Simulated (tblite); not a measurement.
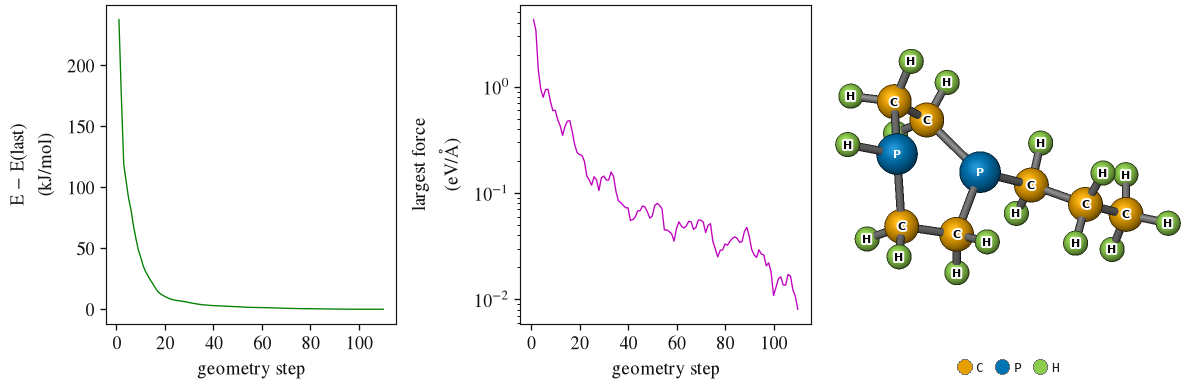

Beside the plot: the molecule at the start.

History of a geometry optimisation. C7H16P2 (SMILES CCCP1CCPCC1); GFN2-xTB geometry optimisation, gas phase in tblite.

The optimisation met its thresholds at geometry 110, counting the start as the first. The energy fell by about 240 kJ/mol from the first step to the last. The largest force goes from about 4.3 eV/Å at the start to 8 × 10⁻³ eV/Å at the end.
